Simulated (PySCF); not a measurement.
# [Er(OH)4]−: how settings move a single point

Aim: repeat the single point on relaxed [Er(OH)4]− with altered settings, some of them bad on purpose. The structure is generated, not taken from experiment.

The runs use PySCF 2.14.0; BP86, Er lcecp-1-SVP with ECP57, O def2-SVP, H def2-SVP; scalar-relativistic core potentials, no spin–orbit coupling.

3 further runs of the same task are left out: 2 for a known fault of the program, 1 that didn't finish.

**1. The system as given**

9 atoms, charge -1, spin multiplicity 1.

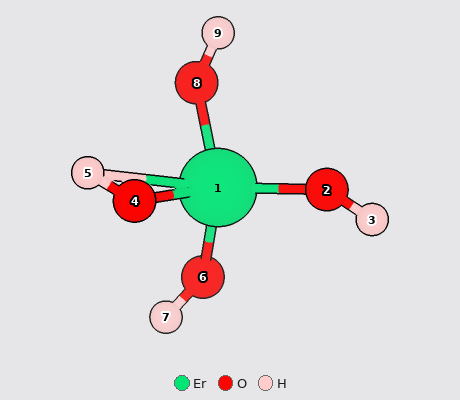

The geometry (erbium green, oxygen red, hydrogen pink); atoms are numbered from 1 in the order of the file.

As a file:

```
atom     x (Å)     y (Å)     z (Å)
 Er1   0.02674   0.01821  -0.00502
  O2   1.17417   1.30335   1.22667
  H3   2.09062   1.49185   1.47891
  O4  -1.17413  -1.28914   1.17684
  H5  -2.09259  -1.51999   0.95347
  O6   1.27924  -1.21382  -1.20560
  H7   1.32168  -2.18426  -1.23007
  O8  -1.30647   1.13626  -1.22612
  H9  -1.68094   2.03100  -1.17978
```

Formal oxidation states: Er +3. Each metal's 11 4f electrons lie in its core potential, so multiplicities, spins and levels count the valence alone. An earlier session relaxed this geometry at BP86, Er lcecp-1-SVP with ECP57, O def2-SVP, H def2-SVP (singlet, point group C1).

The sound run used a (50, 194) grid (finer on f atoms), a threshold of 1e-8 and at most 55 cycles, and ended at -341.654732 Eh.

**2. Try 1**

run.py (the lines that set the calculation)

```python
mol = gto.M(atom='''
Er     0.02674     0.01821    -0.00502
O      1.17417     1.30335     1.22667
H      2.09062     1.49185     1.47891
O     -1.17413    -1.28914     1.17684
H     -2.09259    -1.51999     0.95347
O      1.27924    -1.21382    -1.20560
H      1.32168    -2.18426    -1.23007
O     -1.30647     1.13626    -1.22612
H     -1.68094     2.03100    -1.17978''',
    basis={'Er': 'lcecp-1-SVP', 'O': 'def2-SVP', 'H': 'def2-SVP'},
    ecp={'Er': 'lcecp-1-SVP'},
    charge=-1, spin=0)
mf = dft.RKS(mol, xc='B88,P86')
mf.grids.atom_grid = (40, 110)  # f atoms: unpruned
mf = mf.density_fit()  # fitting sets: Er AutoAux, O def2-universal-JKFIT, H def2-universal-JKFIT
mf.conv_tol = 1e-08; mf.max_cycle = 55
mf.kernel(dm0)  # dm0: free metal ions and neutral atoms
```

Launch:

```
$ OMP_NUM_THREADS=2 python run.py
```

What it wrote:

```text
init E= -350.292329111941
  HOMO = -0.0262051488838875  LUMO = 0.116432536190935  gap/eV = 3.88137
cycle= 1 E= -341.414570162201  delta_E= 8.88  |g|= 1.14  |ddm|= 3.37
  HOMO = -0.157899689619465  LUMO = 0.117244991045286  gap/eV = 7.48707
cycle= 2 E= -340.846393072542  delta_E= 0.568  |g|= 2.01  |ddm|= 2.17
  HOMO = -0.0154652219554003  LUMO = 0.135878689715792  gap/eV = 4.11828
cycle= 3 E= -341.644588535642  delta_E= -0.798  |g|= 0.225  |ddm|=  1.5
  HOMO = -0.0361884074140016  LUMO = 0.126795720853089  gap/eV = 4.43502
cycle= 4 E= -341.655219100957  delta_E= -0.0106  |g|= 0.0606  |ddm|= 0.312
  HOMO = -0.0341356676987867  LUMO = 0.127542581680046  gap/eV = 4.39949
cycle= 5 E= -341.65624230055  delta_E= -0.00102  |g|= 0.0102  |ddm|= 0.0887
  HOMO = -0.0348241905175167  LUMO = 0.127226049873794  gap/eV = 4.40961
cycle= 6 E= -341.656243136287  delta_E= -8.36e-07  |g|= 0.0103  |ddm|= 0.0151
  HOMO = -0.0347149339601922  LUMO = 0.127140089334642  gap/eV = 4.40430
cycle= 7 E= -341.656264260547  delta_E= -2.11e-05  |g|= 0.001  |ddm|= 0.00773
  HOMO = -0.0347508443464859  LUMO = 0.127113959145703  gap/eV = 4.40457
cycle= 8 E= -341.656264491885  delta_E= -2.31e-07  |g|= 8.53e-05  |ddm|= 0.000994
  HOMO = -0.0347663432401904  LUMO = 0.127105229949322  gap/eV = 4.40475
cycle= 9 E= -341.656264492649  delta_E= -7.64e-10  |g|= 7e-05  |ddm|= 0.000119
  HOMO = -0.0347539562640811  LUMO = 0.12710453942903  gap/eV = 4.40439
Extra cycle  E= -341.656264487279  delta_E= 5.37e-09  |g|= 0.000178  |ddm|= 0.000178
converged SCF energy = -341.656264487279
```

Run time: 4.9 s. Hardware: 2 threads of Arm Neoverse V1, shared host.

Changed: the integration grid, to (40, 110). It converges in 9 cycles, -0.042 eV from the sound run, with a largest force component of 0.10 eV/Å. The setting is unsound, so these numbers aren't the compound's.

**3. Try 2**

Changes to run.py (the lines that set the calculation) since step 2:

```diff
@@ -14,5 +14,5 @@
 mf = dft.RKS(mol, xc='B88,P86')
-mf.grids.atom_grid = (40, 110)  # f atoms: unpruned
+mf.grids.atom_grid = (50, 194)  # f atoms: unpruned, at least (60, 302)
 mf = mf.density_fit()  # fitting sets: Er AutoAux, O def2-universal-JKFIT, H def2-universal-JKFIT
 mf.conv_tol = 1e-08; mf.max_cycle = 55
-mf.kernel(dm0)  # dm0: free metal ions and neutral atoms
+mf.kernel(dm0)  # dm0: smeared density
```

Launch:

```
$ OMP_NUM_THREADS=2 python run.py
```

What it wrote:

```text
init E= -341.589211290956
  HOMO = -0.0513184040923621  LUMO = 0.116246550205556  gap/eV = 4.55967
cycle= 1 E= -341.652927137931  delta_E= -0.0637  |g|= 0.0948  |ddm|= 0.637
  HOMO = -0.0197942390793954  LUMO = 0.130251203251486  gap/eV = 4.08294
cycle= 2 E= -341.644798047221  delta_E= 0.00813  |g|= 0.226  |ddm|= 0.236
  HOMO = -0.0338192254323701  LUMO = 0.127892759096621  gap/eV = 4.40041
cycle= 3 E= -341.654710205476  delta_E= -0.00991  |g|= 0.00804  |ddm|= 0.163
  HOMO = -0.0344849514276872  LUMO = 0.127490100184705  gap/eV = 4.40757
cycle= 4 E= -341.654730916417  delta_E= -2.07e-05  |g|= 0.00201  |ddm|= 0.0143
  HOMO = -0.0345832808043552  LUMO = 0.127451850603954  gap/eV = 4.40920
cycle= 5 E= -341.654731645729  delta_E= -7.29e-07  |g|= 0.00118  |ddm|= 0.00217
  HOMO = -0.034603409613671  LUMO = 0.127452220911739  gap/eV = 4.40976
cycle= 6 E= -341.65473181354  delta_E= -1.68e-07  |g|= 0.000237  |ddm|= 0.000998
  HOMO = -0.0346002528352024  LUMO = 0.127454115683499  gap/eV = 4.40972
cycle= 7 E= -341.654731824893  delta_E= -1.14e-08  |g|= 1.25e-05  |ddm|= 0.000194
  HOMO = -0.0345998546684122  LUMO = 0.127454695939605  gap/eV = 4.40973
cycle= 8 E= -341.654731824926  delta_E= -3.34e-11  |g|= 4.28e-06  |ddm|= 1.88e-05
  HOMO = -0.0345995224015884  LUMO = 0.127454859495021  gap/eV = 4.40972
Extra cycle  E= -341.654731824926  delta_E= 7.96e-13  |g|= 5.09e-06  |ddm|= 9.64e-06
converged SCF energy = -341.654731824926
```

Run time: 5.9 s. Hardware: 2 threads of Arm Neoverse V1, shared host.

Changed: the starting guess (smeared density). It converges in 8 cycles, at the sound run's energy within 0.001 eV, with a largest force component of 0.02 eV/Å. The result survives the change.

**4. Try 3**

Changes to run.py (the lines that set the calculation) since step 3:

```diff
@@ -16,3 +16,3 @@
 mf = mf.density_fit()  # fitting sets: Er AutoAux, O def2-universal-JKFIT, H def2-universal-JKFIT
-mf.conv_tol = 1e-08; mf.max_cycle = 55
-mf.kernel(dm0)  # dm0: smeared density
+mf.conv_tol = 1e-05; mf.max_cycle = 55
+mf.kernel(dm0)  # dm0: free metal ions and neutral atoms
```

Launch:

```
$ OMP_NUM_THREADS=2 python run.py
```

What it wrote:

```text
init E= -350.291448479457
  HOMO = -0.0261506382263052  LUMO = 0.116644457315111  gap/eV = 3.88565
cycle= 1 E= -341.413631465494  delta_E= 8.88  |g|= 1.14  |ddm|= 3.37
  HOMO = -0.157434186324761  LUMO = 0.117519471637333  gap/eV = 7.48187
cycle= 2 E= -340.846712595911  delta_E= 0.567  |g|= 2.01  |ddm|= 2.17
  HOMO = -0.0153120412010287  LUMO = 0.136236435600502  gap/eV = 4.12384
cycle= 3 E= -341.643068277647  delta_E= -0.796  |g|= 0.225  |ddm|=  1.5
  HOMO = -0.0360270319026446  LUMO = 0.127166313431029  gap/eV = 4.44072
cycle= 4 E= -341.653690732849  delta_E= -0.0106  |g|= 0.0605  |ddm|= 0.312
  HOMO = -0.0339586281592132  LUMO = 0.12790008672907  gap/eV = 4.40440
cycle= 5 E= -341.654708503306  delta_E= -0.00102  |g|= 0.0104  |ddm|= 0.0886
  HOMO = -0.0346515735741845  LUMO = 0.127583961132988  gap/eV = 4.41465
cycle= 6 E= -341.65470988812  delta_E= -1.38e-06  |g|= 0.0104  |ddm|= 0.0153
  HOMO = -0.0345497545323095  LUMO = 0.127492076576612  gap/eV = 4.40938
cycle= 7 E= -341.654731621855  delta_E= -2.17e-05  |g|= 0.00101  |ddm|= 0.00785
  HOMO = -0.0345870830081262  LUMO = 0.127464424684753  gap/eV = 4.40965
cycle= 8 E= -341.65473185683  delta_E= -2.35e-07  |g|= 8.6e-05  |ddm|= 0.001
  HOMO = -0.0346127406297878  LUMO = 0.12745284637845  gap/eV = 4.41003
Extra cycle  E= -341.654731821135  delta_E= 3.57e-08  |g|= 0.000137  |ddm|= 0.000185
converged SCF energy = -341.654731821135
```

Wall time 5.8 s (2 threads of Arm Neoverse V1, shared host).

Changed: the SCF threshold (1e-05). It converges in 8 cycles, at the sound run's energy within 0.001 eV, with a largest force component of 0.02 eV/Å. The result survives the change.

**5. Try 4**

Changes to run.py (the lines that set the calculation) since step 4:

```diff
@@ -12,7 +12,7 @@
     ecp={'Er': 'lcecp-1-SVP'},
-    charge=-1, spin=0)
-mf = dft.RKS(mol, xc='B88,P86')
+    charge=-1, spin=8)
+mf = dft.UKS(mol, xc='B88,P86')
 mf.grids.atom_grid = (50, 194)  # f atoms: unpruned, at least (60, 302)
 mf = mf.density_fit()  # fitting sets: Er AutoAux, O def2-universal-JKFIT, H def2-universal-JKFIT
-mf.conv_tol = 1e-05; mf.max_cycle = 55
+mf.conv_tol = 1e-08; mf.max_cycle = 70
 mf.kernel(dm0)  # dm0: free metal ions and neutral atoms
```

Launch:

```
$ OMP_NUM_THREADS=2 python run.py
```

What it wrote:

```text
init E= -350.56806397301
cycle= 1 E= -339.706729007786  delta_E= 10.9  |g|= 1.48  |ddm|= 4.08
cycle= 2 E= -337.019602799004  delta_E= 2.69  |g|= 2.63  |ddm|= 5.09
cycle= 3 E= -338.122730314067  delta_E= -1.1  |g|= 1.91  |ddm|= 4.24
cycle= 4 E= -338.89303510711  delta_E= -0.77  |g|= 1.45  |ddm|= 4.46
cycle= 5 E= -339.315409134616  delta_E= -0.422  |g|= 1.26  |ddm|= 3.83
cycle= 6 E= -339.387000076553  delta_E= -0.0716  |g|= 1.22  |ddm|= 3.44
cycle= 7 E= -339.651389409885  delta_E= -0.264  |g|= 1.12  |ddm|= 2.84
cycle= 8 E= -339.39498259895  delta_E= 0.256  |g|= 1.27  |ddm|= 3.17
cycle= 9 E= -339.318220013341  delta_E= 0.0768  |g|= 1.27  |ddm|= 2.53
cycle= 10 E= -340.458424961099  delta_E= -1.14  |g|= 0.596  |ddm|= 1.56
cycle= 11 E= -340.269502142272  delta_E= 0.189  |g|= 0.744  |ddm|= 0.732
cycle= 12 E= -340.260039933939  delta_E= 0.00946  |g|= 0.751  |ddm|= 0.609
cycle= 13 E= -340.220222876411  delta_E= 0.0398  |g|= 0.762  |ddm|= 0.622
cycle= 14 E= -340.705086706854  delta_E= -0.485  |g|= 0.134  |ddm|= 1.29
cycle= 15 E= -340.713807810565  delta_E= -0.00872  |g|= 0.088  |ddm|= 0.658
cycle= 16 E= -340.713010715836  delta_E= 0.000797  |g|= 0.085  |ddm|= 0.919
cycle= 17 E= -340.719862420397  delta_E= -0.00685  |g|= 0.0335  |ddm|= 0.768
cycle= 18 E= -340.720769600831  delta_E= -0.000907  |g|= 0.0189  |ddm|= 0.324
cycle= 19 E= -340.721091825928  delta_E= -0.000322  |g|= 0.0127  |ddm|= 0.22
cycle= 20 E= -340.721262952631  delta_E= -0.000171  |g|= 0.0059  |ddm|= 0.119
cycle= 21 E= -340.721326372131  delta_E= -6.34e-05  |g|= 0.0039  |ddm|= 0.0743
cycle= 22 E= -340.72135362406  delta_E= -2.73e-05  |g|= 0.00318  |ddm|= 0.0384
cycle= 23 E= -340.721391047298  delta_E= -3.74e-05  |g|= 0.00204  |ddm|= 0.0388
cycle= 24 E= -340.721417887912  delta_E= -2.68e-05  |g|= 0.0021  |ddm|= 0.0376
cycle= 25 E= -340.721442720787  delta_E= -2.48e-05  |g|= 0.00119  |ddm|= 0.053
cycle= 26 E= -340.721450711784  delta_E= -7.99e-06  |g|= 0.00076  |ddm|= 0.0274
cycle= 27 E= -340.721453364573  delta_E= -2.65e-06  |g|= 0.000538  |ddm|= 0.0148
cycle= 28 E= -340.721454239841  delta_E= -8.75e-07  |g|= 0.000561  |ddm|= 0.0115
cycle= 29 E= -340.721454628201  delta_E= -3.88e-07  |g|= 0.00036  |ddm|= 0.00652
cycle= 30 E= -340.721454759477  delta_E= -1.31e-07  |g|= 0.000194  |ddm|= 0.00259
cycle= 31 E= -340.721454896594  delta_E= -1.37e-07  |g|= 0.000108  |ddm|= 0.00258
cycle= 32 E= -340.721455005393  delta_E= -1.09e-07  |g|= 0.000127  |ddm|= 0.00346
cycle= 33 E= -340.721455001856  delta_E= 3.54e-09  |g|= 0.000156  |ddm|= 0.00159
cycle= 34 E= -340.721455043556  delta_E= -4.17e-08  |g|= 5.95e-05  |ddm|= 0.00193
cycle= 35 E= -340.72145505361  delta_E= -1.01e-08  |g|= 2.92e-05  |ddm|= 0.000889
cycle= 36 E= -340.721455057236  delta_E= -3.63e-09  |g|= 2.33e-05  |ddm|= 0.000723
Extra cycle  E= -340.72145504996  delta_E= 7.28e-09  |g|= 8.65e-05  |ddm|= 0.000714
converged SCF energy = -340.72145504996  <S^2> = 20.006034  2S+1 = 9.0013408
```

Wall time 19 s (2 threads of Arm Neoverse V1, shared host).

Changed: the spin (8 unpaired electrons); the cycle limit is 70. It converges in 36 cycles, +25.396 eV from the sound run, with a largest force component of 2.95 eV/Å. The setting is unsound, so these numbers aren't the compound's.

**6. Results**

| run | changed | ending | energy change (eV) | cycles | time | usable |
| --- | --- | --- | --- | --- | --- | --- |
| 1 | the integration grid | converged | -0.042 | 9 | 4.9 s | no |
| 2 | the starting guess | converged | 0.000 | 8 | 5.9 s | yes |
| 3 | the SCF threshold | converged | 0.000 | 8 | 5.8 s | yes |
| 4 | the spin | converged | +25.396 | 36 | 19 s | no |

2 of 4 altered runs give a usable result. 2 ended normally with numbers unfit to quote.
